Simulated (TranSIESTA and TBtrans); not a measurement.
Device: Cu chain with one bond stretched by 0.6 Å. Leads: straight Cu chain, spacing 2.185 Å. Geometry: as built, not relaxed.

TranSIESTA and TBtrans, PBE, DZP numerical orbitals (energy shift 0.15 eV), PseudoDojo norm-conserving scalar-relativistic potentials, mesh cutoff 200 Ry, 300 K, no spin polarisation, no spin-orbit coupling; self-consistent non-equilibrium Green functions.

Energies count from the leads' Fermi level. Transmissions are for one spin of a degenerate pair. The energy step is 0.01 eV; narrower resonances are cut or missed.

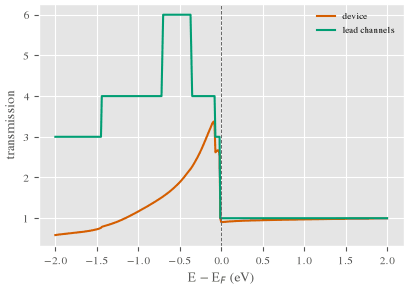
Figure: Transmission against energy

```
E (eV)     T  lead channels
------  ----  -------------
-2.00   0.58      band edge
-1.80   0.63              3
-1.60   0.69              3
-1.40   0.81              4
-1.20   0.96              4
-1.00   1.17              4
-0.80   1.40              4
-0.60   1.69      band edge
-0.40   2.13      band edge
-0.20   2.87              4
0.00    0.90              1
0.20    0.93              1
0.40    0.95              1
0.60    0.96              1
0.80    0.96              1
1.00    0.97              1
1.20    0.98              1
1.40    0.98              1
1.60    0.99              1
1.80    0.99              1
2.00    1.00              1
```

The leads' channel count changes near -0.01 eV, within the thermal window, so values at the Fermi level hang on where that band edge falls. The straight chain is held at its spacing; free chains may zigzag or dimerise. No spin-polarised start was tried, so a magnetic state, if there is one, is missed.
